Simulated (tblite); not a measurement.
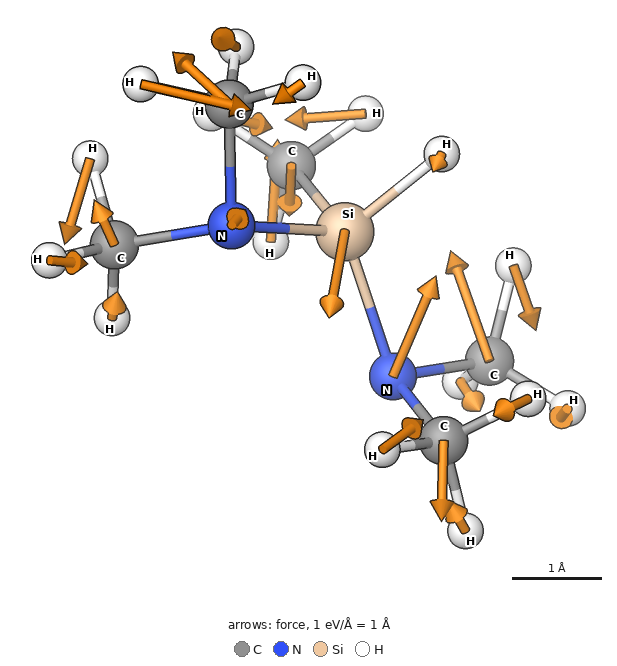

Starting geometry of C5H16N2Si with the computed forces as orange arrows. The picture is a ball-and-stick view, seen from a free direction.

Theory: GFN2-xTB geometry optimisation, gas phase (tblite). 

### Is this structure relaxed? If not, where do the atoms go?

It isn't relaxed: the largest force vector, on a C atom, is 1.41 eV/Å. The final displacements have little in common with the starting forces (cosine between the two patterns 0.28). The energy falls by 30.6 kcal/mol in 175 geometry steps. The largest move after the best rigid fit is that of an H atom, 1.30 Å. Largest moves by element: H 1.30 Å, C 0.66 Å, Si 0.43 Å, N 0.40 Å. Among the contacts that change: N–Si 1.776 → 1.723 Å, C–H 1.132 → 1.095 Å, C–N 1.474 → 1.440 Å, C–H 1.116 → 1.085 Å. Bond angles that change, for instance: C–N–Si 105.6° → 122.2°, Si–N–C 106.3° → 121.0°, N–Si–N 114.6° → 104.7°. Groups turn about C–Si by about 30°. Cost: 2.8 s on 1 thread of Arm Neoverse N1, with other jobs on the host.
